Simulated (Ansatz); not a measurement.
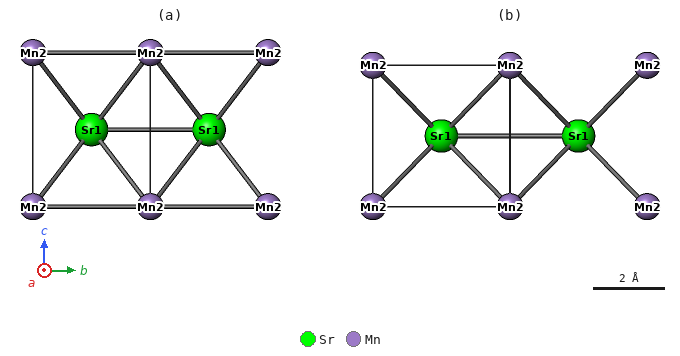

The structure of crystalline SrMn (built on the CuAu (L1_0)_123 type) (coarse preliminary run) before (left) and after (right) a relaxation, at one scale.

Style: ball-and-stick. Shown: the cell of the calculation, repeated 1 × 2 × 1 with one cell outlined, along the a axis.

Case: CuAu (L1_0) type (P4/mmm, No. 123).

Computed with Ansatz 0.2.0, DFT PBE, scalar-relativistic, plane waves, PAW. Set-up: plane-wave cutoff 420 eV; k-point mesh 6 × 6 × 4; occupations gaussian; smearing width 0.1 eV; collinear spin; cell and atoms relaxed; force threshold 0.04 eV/Å; at most 70 steps.

> What changed between the two?

After 5 accepted moves (7 points after the start) the energy has fallen by 198 meV per atom. All forces vanish by symmetry, so only the cell relaxes. The pressure goes from 7.00 to 0.05 GPa. At 2 points the geometry stayed and the basis and grid were re-selected for the new cell (energy shift of 9.1 meV per atom at most each time). The atoms keep their places relative to the cell (all moves are under 0.005 Å). The drawn cell changes as follows: a = b 3.315 → 3.868 Å (+16.7 %), c 4.345 → 3.986 Å (−8.3 %); the volume changes by +24.9 %. Among the contacts that change: Mn2–Mn2 3.315 → 3.868 Å, Sr1–Sr1 3.315 → 3.868 Å, Sr1–Sr1 (another image) 4.345 → 3.986 Å, Sr1–Mn2 3.196 → 3.384 Å. The space group stays P4/mmm (No. 123). Cost: 37 s on 1 thread of Arm Neoverse V1, with other jobs on the host, peak memory 0.34 GiB.
